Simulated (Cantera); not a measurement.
Charge: 1 mol CHF3, 0.03 mol CH4, at 1.33 mbar.

Method: chemical equilibrium by Gibbs-energy minimisation in Cantera with the NASA 1993 tables (ideal gas, pure condensed phases). Candidate condensed phases: C, C6H6, C7H8, C8H18; 95 gas species. Gases not in the tables: C2F6 and larger saturated fluorocarbons. Kinetics and transport are ignored.

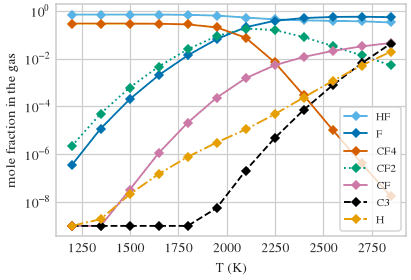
Figure: Equilibrium gas composition (values under 1e-9 drawn at 1e-9)

From 1198 K to 2848 K the condensed part is C(graphite). The main C-bearing gas is CF4 at 1198 K and C3 at 2848 K. The share of C in condensed phases is highest at 2548 K (83.7 %) and lowest at 2848 K (38.3 %).
